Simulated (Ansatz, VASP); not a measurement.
## Cross-check of MgAl2C2 between VASP and Ansatz

Aim: how closely do two programs agree when they are given the same cell, functional and k mesh?

Method: plane waves, with VASP 6.6.1 beside it; relaxation of cell and atoms at PBEsol, in Ansatz 0.2.0.

**1. Set-up**

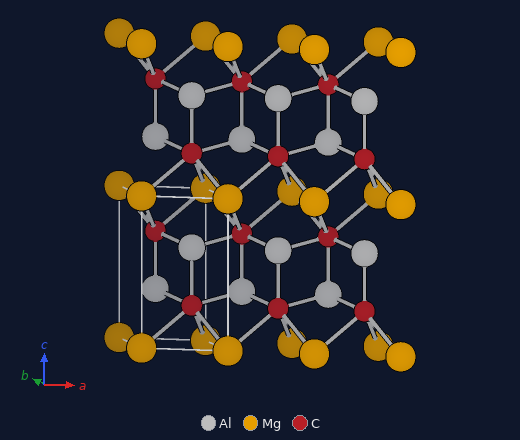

The cell as given, slightly off an axis (aluminium light grey, magnesium orange, carbon red). 3×1×2 cells are drawn. Bonds to atoms that aren't drawn are left out. Some periodic images of atoms are drawn too.

**2. Ansatz: relaxation of cell and atoms, PBEsol**

Ansatz runs on its default PAW (the set named soft_2) files.

The relaxed volume is the usual yardstick between codes: its relative difference is about their pressure difference at one cell divided by the bulk modulus.

Contents of input.yaml:

```yaml
crystal:
  lattice:
    - [3.375951288, 0.0, 0.0]
    - [-1.687975644, 2.9236595774, 0.0]
    - [0.0, 0.0, 5.7717628955]
  atoms:
    - { symbol: Al, position: [0.6666666667, 0.3333333333, 0.6499798526] }
    - { symbol: Al, position: [0.3333333333, 0.6666666667, 0.3500201474] }
    - { symbol: Mg, position: [0.0, 0.0, 0.0] }
    - { symbol: C, position: [0.6666666667, 0.3333333333, 0.2693240608] }
    - { symbol: C, position: [0.3333333333, 0.6666666667, 0.7306759392] }
hamiltonian:
  xc: pbesol
  pseudopotentials: { kind: paw }
kpoints:
  mp_grid: { grid: [9, 9, 5] }
scf:
  occupations: { method: gaussian, width: 0.05 }
relax:
  f_tol: 0.01
  max_steps: 60
  cell: { stress_tol: 0.05 }
output:
  forces: true
  stress: true
```

Started as:

```
> ansatz run input.yaml --threads 4 --pin off --max-ram 9216MiB --backend cpu --events-out ev --progress --plain --runs-dir out
```

Numbers of over 12 decimals in the logs are rounded to 6 here.

Log:

```text
Engine: ansatz 0.2.0, x86_64-unknown-linux-gnu
Pseudopotentials: kind: paw
Pseudopotential: Al, paw, valence charge 3, recommended cutoff 420 eV (normal), Al.paw.azcp
Pseudopotential: Mg, paw, valence charge 10, recommended cutoff 420 eV (normal), Mg.paw.azcp
Pseudopotential: C, paw, valence charge 4, recommended cutoff 420 eV (normal), C.paw.azcp
Functional definition: PBEsol
  exchange = pbesol_x
  correlation = pbesol_c
Crystal: 5 atoms, lattice volume = 56.968 Å³
Basis set: ecut = 420 eV, 1135 PW (Γ), exchange–correlation on 48×48×80 points (8 copies of the dense FFT grid, shifted against one another)
Bands: 17, of which v1, the nominal top of the filled ones, is band 12 counted from 1 (11 counted from 0)
Symmetry: 12 space group operations
Space group: P-3m1 (ITA 164), of the structure as read, at distance tolerance 3.8e-5 Å
k-points: 50 of 405
Non-local potential: Al, projectors of the file, l = 0: 2, l = 1: 2, l = 2: 1
Non-local potential: Mg, projectors of the file, l = 0: 3, l = 1: 2, l = 2: 1
Non-local potential: C, projectors of the file, l = 0: 2, l = 1: 2, l = 2: 1
PAW form: soft (Blöchl's): semilocal exchange-correlation on the pseudo side does not see the compensation charge
PAW frozen core: Al, regenerated for the run's functional, and the local potential with it (the file was generated under x = pbe(κ = 0.804, μ = 0.219515), c = pbe(β = 0.066725))
PAW frozen core: Mg, regenerated for the run's functional, and the local potential with it (the file was generated under x = pbe(κ = 0.804, μ = 0.219515), c = pbe(β = 0.066725))
PAW frozen core: C, regenerated for the run's functional, and the local potential with it (the file was generated under x = pbe(κ = 0.804, μ = 0.219515), c = pbe(β = 0.066725))
PAW one-centre angular grid: Al, 110 points (default); XC on 64 Gauss nodes
PAW one-centre angular grid: Mg, 110 points (default); XC on 64 Gauss nodes
PAW one-centre angular grid: C, 110 points (default); XC on 64 Gauss nodes
Initial density: superposition of atomic densities (neutral atoms: chi_scale 0, normalization atom), corrected by the library's trained network
Initial wavefunctions: pseudopotential atomic-orbital guess
Functional: x = pbesol(κ = 0.804, μ = 0.123457), c = pbesol(β = 0.046)
SCF iter   1: F=—  HF=-3454.914743 eV  |F-HF|=—  |Δ(HF+E_count)|=         —  Δρ=7.18e-3  dr2=4.03e-2  ethr=1.77e-3  ⟨swp⟩=6.0  Hψ=4883  notcnv=0
preconditioner: auto → none  [insulator: Δε(μ)=1.680 eV  Ē_g=10.213 eV  σ=0.050 eV  W_gap=1.00  n_scr=10 (ndim 8)  ℏωp=19.7 eV  f_vac=0.000  D(μ)=0.00/eV (n_scr^D=0)  ε∞_Penn≈4.7]
SCF iter   2: F=—  HF=-3454.903135 eV  |F-HF|=—  |Δ(HF+E_count)|=   1.16e-2  Δρ=1.41e-3  dr2=2.16e-3  ethr=1.68e-4  ⟨swp⟩=2.3  Hψ=1640  notcnv=0  defer=50
SCF iter   3: F=—  HF=-3454.902738 eV  |F-HF|=—  |Δ(HF+E_count)|=   3.96e-4  Δρ=5.84e-4  dr2=4.71e-4  ethr=8.98e-6  ⟨swp⟩=2.0  Hψ=1053  notcnv=0  defer=50
SCF iter   4: F=—  HF=-3454.902636 eV  |F-HF|=—  |Δ(HF+E_count)|=   1.03e-4  Δρ=2.62e-4  dr2=2.43e-5  ethr=1.96e-6  ⟨swp⟩=2.0  Hψ=1050  notcnv=0  defer=50
SCF iter   5: F=—  HF=-3454.902550 eV  |F-HF|=—  |Δ(HF+E_count)|=   8.62e-5  Δρ=3.46e-5  dr2=3.03e-7  ethr=1.01e-7  ⟨swp⟩=2.5  Hψ=1163  notcnv=0  defer=50
SCF iter   6: F=-3454.902550 eV  HF=-3454.902550 eV  |F-HF|=5.68e-10  |Δ(HF+E_count)|=   2.46e-7  Δρ=3.66e-6  dr2=3.58e-9  ethr=4.17e-10  ⟨swp⟩=4.1  Hψ=2652  notcnv=0
SCF 1 converged in 6 iterations: F = -3454.902550 eV  dr2 = 3.58e-9
  greatest PAW one-centre occupation: 1.000 electrons in one spin orbital (limit 2), on the Mg atom at site 2 (counted from 0), in its partial waves of l = 0
relax step   1: F+E_penalty+E_count = -3454.90254987 eV  Δ(F+E_penalty+E_count) = +0.000e0 eV  max|allowed force component| = 4.846e-3 eV/Å  Δτ_max = 0.0000 Å  P = -0.008 GPa  Ω = 56.968 Å³  (6 SCF iters, dr2 threshold 1.00e-7 eV, accepted)
[...]
relax step   2: F+E_penalty+E_count = -3454.90255081 eV  Δ(F+E_penalty+E_count) = -9.368e-7 eV  max|allowed force component| = 5.052e-3 eV/Å  Δτ_max = 0.0001 Å  P = -0.005 GPa  Ω = 56.972 Å³  energy of the carried Pulay correction = -3.791e-6 eV  (6 SCF iters, dr2 threshold 1.02e-8 eV, accepted)
[...]
relax step   3: F+E_penalty+E_count = -3454.90256158 eV  Δ(F+E_penalty+E_count) = -1.077e-5 eV  max|allowed force component| = 5.061e-3 eV/Å  Δτ_max = 0.0000 Å  P = -0.005 GPa  Ω = 56.972 Å³  stress off target by 2.22e-2 GPa  SCF on the basis re-selected at this cell (its energy is not comparable with the rows above)  (6 SCF iters)
basis re-selected at this cell: Δ(F+E_penalty+E_count) = -1.077e-5 eV, ΔP = +0.000 GPa vs the last step (what re-selecting the basis moved, of the pressure what is left beyond the Pulay correction that the steps carried, after the strain that the cell walked since its last selection, with what the two solves' SCF thresholds leave and, on support functions, any second-order correction that the steps lacked; it is no m [...]
SCF converged after 6 iterations
Free energy (F): -3454.902562 eV
Harris-Foulkes:  -3454.902562 eV  (|F-HF|=9.09e-13)
Internal energy: -3454.902562 eV  (E = F + TS)
E sigma→0 (E₀):  -3454.902562 eV
Fermi energy:    9.485322 eV
--- Per-component energies (eV) ---
  E_band       = -273.327750
  E_kinetic    = 305.995117
  E_local      = -1831.394602  (includes V_loc(G=0)·N_el)
  E_nonlocal   = 169.364736
  E_hartree    = 674.294250
  E_xc         = -206.525251
  E_vxc        = -218.927833  (∫ρ·V_xc dr)
  E_paw        = -1381.186969  (= ΣΔE_a)
  E_vpaw       = -46.953677  (= ΣTr[D̂ρ^β])
  E_aug_tail   = 0.000001  (compensation charges beyond the density's cutoff)
  E_ewald      = -1185.589186
  E_core_change = 0.139341  (= ΣΔE_core)
  E_smearing   = -0.000000  (= −TS)
  E_closure    = 0.000000  (closes the sum)
  Σ components = -3454.902562   (vs F -3454.902562, Δ=0.00e0)
--- Forces (eV/Å), atoms counted from 1 ---
  atom   1  Al     0.00000000    -0.00000000     0.00506051
  atom   2  Al     0.00000000     0.00000000    -0.00506051
  atom   3  Mg     0.00000000     0.00000000     0.00000000
  atom   4  C     -0.00000000     0.00000000    -0.00113279
  atom   5  C      0.00000000    -0.00000000     0.00113279
  max |Σ_I F_I| component: 2.31e-17 eV/Å
--- Stress (GPa, compression-positive) ---
       -0.018251      -0.000000       0.000000
       -0.000000      -0.018251       0.000000
        0.000000       0.000000       0.022193
  P = ⅓ Tr σ = -0.0048 GPa (-0.048 kbar)
--- Relaxed structure (2 steps of the walk, 2 accepted, 1 SCFs on fresh bases) ---
  F+E_penalty+E_count = -3454.90256158 eV   max|allowed force component| = 5.061e-3 eV/Å   (the final SCF, on the basis selected at the relaxed cell)
  cell:  # Å, volume = 56.9716 Å³
    - [3.375670, 0, 0]
    - [-1.687835, 2.923416, 0]
    - [0, 0, 5.773082]
  atoms:
    - { symbol: Al, position: [0.666667, 0.333333, 0.649972] }
    - { symbol: Al, position: [0.333333, 0.666667, 0.350028] }
    - { symbol: Mg, position: [0, 0, 0] }
    - { symbol: C, position: [0.666667, 0.333333, 0.269344] }
    - { symbol: C, position: [0.333333, 0.666667, 0.730656] }
```

It took 4.1 s on 4 threads of Intel Xeon Platinum 8259CL at 2.50GHz (Skylake/Cascade Lake), shared host; peak memory 0.46 GiB; 10 s of CPU time.

**3. VASP: relaxation of cell and atoms, PBEsol**

The same cell, functional, mesh and smearing now go to VASP, with its own data sets and cutoff.

Lines of VASP's logs that name or quote its potential files are left out, and so is its time.

Contents of INCAR:

```
SYSTEM = MgAl2C2
PREC = Accurate
ENCUT = 480
EDIFF = 1E-08
NELM = 120
ISMEAR = 0
SIGMA = 0.05
LREAL = .FALSE.
ALGO = Fast
GGA = PS
NBANDS = 14
LORBIT = 11
LWAVE = .FALSE.
LCHARG = .FALSE.
KPAR = 4
IBRION = 1
NSW = 30
ISIF = 3
EDIFFG = -0.002
POTIM = 0.4
```

Contents of POSCAR:

```
MgAl2C2
1.0
    3.3759512880      0.0000000000      0.0000000000
   -1.6879756440      2.9236595774      0.0000000000
    0.0000000000      0.0000000000      5.7717628955
Al Mg C
2 1 2
Direct
    0.6666666667      0.3333333333      0.6499798526
    0.3333333333      0.6666666667      0.3500201474
    0.0000000000      0.0000000000      0.0000000000
    0.6666666667      0.3333333333      0.2693240608
    0.3333333333      0.6666666667      0.7306759392
```

Contents of KPOINTS:

```
Automatic mesh
0
Gamma
9 9 5
0 0 0
```

The projector-augmented-wave data sets are Al, Mg and C (PBE family, release 64).

Started as:

```
> mpirun -np 4 vasp_std
```

Log:

```text
[banner, memory and clock lines left out]
running    4 mpi-ranks, on    1 nodes
 distrk:  each k-point on    1 cores,    4 groups
 distr:  one band on    1 cores,    1 groups

 POSCAR found type information on POSCAR AlMgC
 POSCAR found :  3 types and       5 ions
|                                                                             |
|               ----> ADVICE to this user running VASP <----                  |
|                                                                             |
|     You enforced a specific xc type in the INCAR file but a different       |
|     [... a line on the potential file left out ...]
|     I HOPE YOU KNOW WHAT YOU ARE DOING!                                     |
|                                                                             |

 LDA part: xc-table for (Slater+PW92), standard interpolation
 POSCAR, INCAR and KPOINTS ok, starting setup
 FFT: planning ... GRIDC
 FFT: planning ... GRID_SOFT
 FFT: planning ... GRID
 WAVECAR not read
 entering main loop
       N       E                     dE             d eps       ncg     rms          rms(c)
DAV:   1     0.255183565032E+02    0.25518E+02   -0.64944E+03  1440   0.909E+02
DAV:   2    -0.302447855880E+02   -0.55763E+02   -0.50191E+02  2008   0.150E+02
DAV:   3    -0.336660670700E+02   -0.34213E+01   -0.33946E+01  1868   0.362E+01
DAV:   4    -0.337093192169E+02   -0.43252E-01   -0.43239E-01  1604   0.475E+00
DAV:   5    -0.337099660124E+02   -0.64680E-03   -0.64664E-03  1874   0.597E-01    0.980E+00
RMM:   6    -0.296909629933E+02    0.40190E+01   -0.93049E+00  1400   0.145E+01    0.323E+00
RMM:   7    -0.296609633324E+02    0.30000E-01   -0.15779E+00  1400   0.724E+00    0.218E+00
RMM:   8    -0.296242308982E+02    0.36732E-01   -0.18091E-01  1400   0.289E+00    0.513E-01
RMM:   9    -0.296121551398E+02    0.12076E-01   -0.25958E-02  1400   0.938E-01    0.186E-01
RMM:  10    -0.296134026368E+02   -0.12475E-02   -0.14439E-02  1400   0.647E-01    0.168E-01
RMM:  11    -0.296125526233E+02    0.85001E-03   -0.44855E-03  1400   0.374E-01    0.599E-02
RMM:  12    -0.296125405617E+02    0.12062E-04   -0.34232E-04  1400   0.140E-01    0.329E-02
RMM:  13    -0.296125053117E+02    0.35250E-04   -0.92892E-05  1408   0.550E-02    0.124E-02
RMM:  14    -0.296125069939E+02   -0.16822E-05   -0.18661E-05  1458   0.263E-02    0.199E-02
RMM:  15    -0.296125063352E+02    0.65870E-06   -0.10679E-05  1400   0.178E-02    0.946E-03
RMM:  16    -0.296125064156E+02   -0.80403E-07   -0.14016E-06  1407   0.864E-03    0.955E-03
RMM:  17    -0.296125063930E+02    0.22667E-07   -0.39838E-07  1497   0.391E-03    0.901E-03
RMM:  18    -0.296125063107E+02    0.82243E-07   -0.58143E-08  1316   0.159E-03    0.767E-03
RMM:  19    -0.296125061852E+02    0.12546E-06   -0.22058E-07  1400   0.245E-03    0.271E-03
RMM:  20    -0.296125061706E+02    0.14632E-07   -0.49143E-08  1290   0.141E-03    0.160E-03
RMM:  21    -0.296125061565E+02    0.14160E-07   -0.42847E-09   997   0.447E-04    0.664E-04
RMM:  22    -0.296125061486E+02    0.78643E-08   -0.21438E-09   974   0.263E-04
   1 F= -.29612506E+02 E0= -.29612506E+02  d E =-.296125E+02
[...]
2 F= -.29612518E+02 E0= -.29612518E+02  d E =-.118325E-04
[...]
3 F= -.29612523E+02 E0= -.29612523E+02  d E =-.475142E-05
 BRION: g(F)=  0.109E-05 g(S)=  0.612E-06 retain N=  2 mean eig= 1.03
 eig:   1.033  1.033
 bond charge predicted
       N       E                     dE             d eps       ncg     rms          rms(c)
DAV:   1    -0.296125266857E+02   -0.39565E-05   -0.47579E-04  1496   0.164E-01    0.576E-03
RMM:   2    -0.296125250223E+02    0.16634E-05   -0.76821E-06  1400   0.190E-02    0.225E-03
RMM:   3    -0.296125249222E+02    0.10012E-06   -0.13907E-06  1400   0.742E-03    0.815E-04
RMM:   4    -0.296125249460E+02   -0.23852E-07   -0.11316E-07  1401   0.268E-03    0.448E-04
RMM:   5    -0.296125249597E+02   -0.13685E-07   -0.31548E-08  1199   0.123E-03    0.219E-04
RMM:   6    -0.296125249593E+02    0.41746E-09   -0.68249E-09   992   0.564E-04
   4 F= -.29612525E+02 E0= -.29612525E+02  d E =-.222673E-05
 BRION: g(F)=  0.399E-07 g(S)=  0.138E-08 retain N=  2 mean eig= 1.53
 eig:   1.531  1.531
 reached required accuracy - stopping structural energy minimisation
```

Parts of OUTCAR (step 3):

```text
ion  position               nearest neighbor table
   1  0.667  0.333  0.650-   5 2.00   5 2.00   5 2.00   4 2.20   2 2.61   2 2.61   2 2.61   3 2.81
                             3 2.81   3 2.81
   2  0.333  0.667  0.350-   4 2.00   4 2.00   4 2.00   5 2.20   1 2.61   1 2.61   1 2.61   3 2.81
                             3 2.81   3 2.81
   3  0.000  0.000  0.000-   4 2.49   5 2.49   4 2.49   5 2.49   4 2.49   5 2.49   1 2.81   2 2.81
                             2 2.81   1 2.81   1 2.81   2 2.81
   4  0.667  0.333  0.269-   2 2.00   2 2.00   2 2.00   1 2.20   3 2.49   3 2.49   3 2.49
   5  0.333  0.667  0.731-   1 2.00   1 2.00   1 2.00   2 2.20   3 2.49   3 2.49   3 2.49

  LATTYP: Found a hexagonal cell.
 ALAT       =     3.3759512880
 C/A-ratio  =     1.7096700761

 Subroutine GETGRP returns: Found 12 space group operations
 (whereof 12 operations were pure point group operations)

The static configuration has the point symmetry D_3d.

 Found     50 irreducible k-points:

   k-points           NKPTS =     50   k-points in BZ     NKDIM =     50   number of bands    NBANDS=     14

   dimension x,y,z NGX =    24 NGY =   24 NGZ =   42
   dimension x,y,z NGXF=    48 NGYF=   48 NGZF=   84

   ENCUT  =  480.0 eV  35.28 Ry    5.94 a.u.   6.03  6.03 10.31*2*pi/ulx,y,z

   NELECT =      16.0000    total number of electrons

 k-points in reciprocal lattice and weights: Automatic mesh
   0.00000000  0.00000000  0.00000000       0.002
   0.11111111  0.00000000  0.00000000       0.015
   0.22222222 -0.00000000  0.00000000       0.015
   0.33333333  0.00000000  0.00000000       0.015
   0.44444444 -0.00000000  0.00000000       0.015
   0.11111111  0.11111111  0.00000000       0.015
   0.22222222  0.11111111  0.00000000       0.030
   0.33333333  0.11111111  0.00000000       0.030
   0.44444444  0.11111111  0.00000000       0.015
[...]
-0.22222222 -0.44444444  0.40000000       0.030
   0.33333333  0.33333333  0.40000000       0.010

 average (electrostatic) potential at core
       1 -72.1508       2 -72.1508       3 -33.9294       4 -46.4676       5 -46.4676

 E-fermi :   6.9741

 k-point     1 :       0.0000    0.0000    0.0000
  band No.  band energies     occupation
    ...
      4       5.6238      2.00000
      5       5.6238      2.00000
      6       6.5045      2.00000
      7       6.5192      2.00000
      8       6.5192      2.00000
      9      10.0859      0.00000
     10      11.2341      0.00000
     11      13.3336      0.00000
     12      13.3336      0.00000
     13      13.5356      0.00000
    ...

 k-point     2 :       0.1111    0.0000    0.0000
  band No.  band energies     occupation
    ...
      4       4.6147      2.00000
      5       5.3639      2.00000
      6       5.7729      2.00000
      7       6.4431      2.00000
      8       6.7142      2.00000
      9      10.5662      0.00000
     10      11.4972      0.00000
     11      12.4431      0.00000
     12      13.8075      0.00000
     13      14.1753      0.00000
    ...

 k-point     3 :       0.2222   -0.0000    0.0000
  band No.  band energies     occupation
    ...
      4       2.9014      2.00000
      5       4.3370      2.00000
      6       4.8549      2.00000
      7       6.1909      2.00000
      8       6.5619      2.00000
      9      10.4710      0.00000
     10      11.1737      0.00000
     11      12.4534      0.00000
     12      13.5534      0.00000
     13      13.5747      0.00000
    ...

  Total       -0.0002993     -0.0002993     -0.0000091      0.0000000     -0.0000000      0.0000000
  in kB       -0.0084234     -0.0084234     -0.0002574      0.0000000     -0.0000000      0.0000000
  external PRESSURE =      -0.0057014 kB  Pullay stress =       0.0000000 kB

  energy-cutoff  :      480.00
  volume of cell :       56.94
      direct lattice vectors                 reciprocal lattice vectors
     3.375699142 -0.000000000 -0.000000000     0.296234930  0.171031317  0.000000000
    -1.687849571  2.923441213 -0.000000000     0.000000000  0.342062633  0.000000000
     0.000000000 -0.000000000  5.769398140     0.000000000  0.000000000  0.173328305

 POSITION                                       TOTAL-FORCE (eV/Angst)
 -----------------------------------------------------------------------------------
      1.68785      0.97448      3.75052         0.000000     -0.000000      0.000349
     -0.00000      1.94896      2.01888        -0.000000      0.000000     -0.000349
     -0.00000     -0.00000      0.00000        -0.000000     -0.000000      0.000000
      1.68785      0.97448      1.55288        -0.000000      0.000000     -0.000629
     -0.00000      1.94896      4.21652         0.000000     -0.000000      0.000629
 -----------------------------------------------------------------------------------
    total drift:                                0.000000     -0.000000     -0.000000

  FREE ENERGIE OF THE ION-ELECTRON SYSTEM (eV)
  ---------------------------------------------------
  free  energy   TOTEN  =       -29.6125249593 eV

  energy  without entropy=      -29.6125249593  energy(sigma->0) =      -29.61252496

 reached required accuracy - stopping structural energy minimisation

 total charge
# of ion       s       p       d       tot
------------------------------------------
    1        0.385   0.456   0.000   0.841
    2        0.385   0.456   0.000   0.841
    3        0.148   0.151   0.048   0.347
    4        0.832   1.569   0.000   2.401
    5        0.832   1.569   0.000   2.401
--------------------------------------------------
tot          2.583   4.200   0.048   6.831

[... 3 further parts left out ...]
```

CONTCAR:

```
MgAl2C2
   1.00000000000000
     3.3756991422833655   -0.0000000000000000   -0.0000000000000000
    -1.6878495711416828    2.9234412128039269   -0.0000000000000000
     0.0000000000000000   -0.0000000000000000    5.7693981402426573
  Al              Mg              C
     2     1     2
Direct
     0.6666666667000030    0.3333333332999970    0.6500705270314123
     0.3333333332999970    0.6666666667000030    0.3499294729685877
    -0.0000000000000000   -0.0000000000000000    0.0000000000000000
     0.6666666667000030    0.3333333332999970    0.2691581609303453
     0.3333333332999970    0.6666666667000030    0.7308418390696547
```

**4. Side by side**

Known differences besides the PAW data sets themselves: both relaxations stop at a tolerance, which leaves soft axes loose, and VASP keeps its plane-wave basis; the data sets hold 24 valence electrons in Ansatz (default PAW (the set named soft_2) files) and 16 in VASP; the cutoff is 420 eV in Ansatz and 480 eV in VASP; Ansatz makes its cores anew for this functional, VASP keeps those of its PBE data sets; VASP leaves aspherical gradient terms in its spheres out (LASPH is not set), Ansatz keeps them; Ansatz adds a Pulay correction to the stress that steers its cell, VASP none. Total energies have different zeros and are not compared.

The two programs side by side:

```
                                         quantity  Ansatz   VASP  difference
                                      volume (Å³)   56.97  56.94     +0.06 %
edge a after relaxation, in the typed setting (Å)   3.376  3.376     +0.00 %
edge c after relaxation, in the typed setting (Å)   5.773  5.769     +0.06 %
```

The walks stopped with 0.00 GPa left in Ansatz and 0.00 GPa in VASP; each walk ends within a tolerance, so the volume difference is uncertain by about these residues over the bulk modulus, most in soft cells.

**5. What came out**

| Quantity | Value |
| --- | --- |
| difference in edge c after relaxation, in the typed setting (relaxation of cell and atoms, PBEsol) | 0.064 % |

In words: The difference in edge c after relaxation, in the typed setting is 0.064 % (relaxation of cell and atoms, PBEsol), within the 1.2 % picked in this series as the mark of a large difference, as far as the stopping tolerances let one tell. Differences of this kind measure data sets and numerical settings, not the functional's error against experiment.

[Lines on the potential files, build, host, timing and source positions are cut from VASP's logs without a mark.]

[Logs are printed without paths, hosts, clocks, repeated set-up lines and the standing remarks that a program may print on its own settings, such as how far it seeks lower states.]

[Hosts, paths, dates, database ids (printed as entryN), source tags and the programs' standing remarks are cut or masked in the printed files.]
